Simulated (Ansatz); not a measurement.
The reference is GaSb in the zinc blende structure (space group F-43m, No. 216; a = 6.132 Å).

Perturbation: the cell is scaled by 0.9900 in all directions, atoms relaxed at fixed cell.

The values are results of plane-wave PAW DFT at the r2SCAN level (Ansatz, an electronic-structure program, 500 eV), no SOC, not measurements.

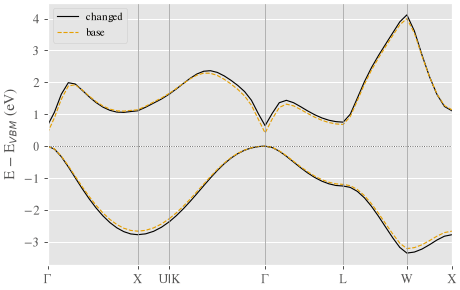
Figure. Highest valence and lowest conduction band along the path, each from its own valence-band maximum

Q: Read the changed gap and its character from the plot.

A: About 0.6 eV, direct at Γ.

With Sb present, leaving out spin-orbit coupling can change the band edges. The cells carry an imposed strain or load. Whether these cells are dynamically stable was not tested.
